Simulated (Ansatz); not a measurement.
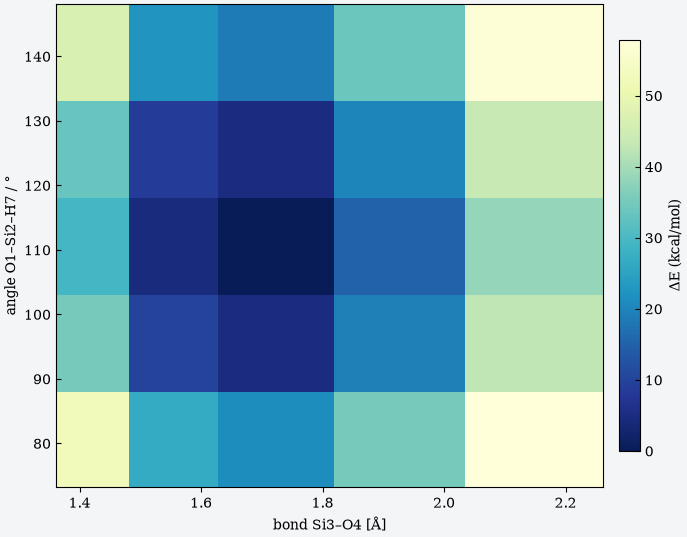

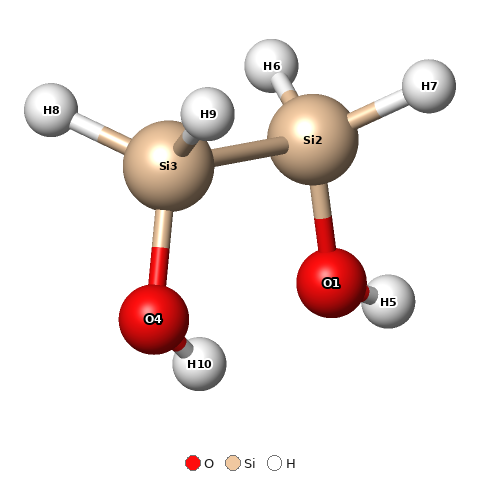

Energy landscape of H6O2Si2, SMILES O[SiH2][SiH2]O. Two internal coordinates are moved rigidly from the geometry relaxed at PBE0-D4/def2-TZVP, all others fixed. First axis: bond Si3–O4. Second axis: angle O1–Si2–H7. The scan uses a 5 × 5 grid. Energies: kcal/mol, counted from the lowest grid point. Level of theory: Ansatz, RKS r2SCAN-D4/def2-TZVPP.

The picture shows one coloured cell a grid point. The second picture is the structure at the lowest point.

Question: Where are the wells?

Answer: The lowest grid point is at bond Si3–O4 = 1.716 Å, angle O1–Si2–H7 = 110.7°. The bottom of the well lies between grid points, at about bond Si3–O4 = 1.652 Å, angle O1–Si2–H7 = 111°, about 1.1 kcal/mol lower on the interpolated surface. No other kind of well shows on this grid. The highest grid point, bond Si3–O4 = 2.148 Å, angle O1–Si2–H7 = 80.7°, lies 57.9 kcal/mol above the lowest. Round the minimum the two coordinates are nearly uncoupled.
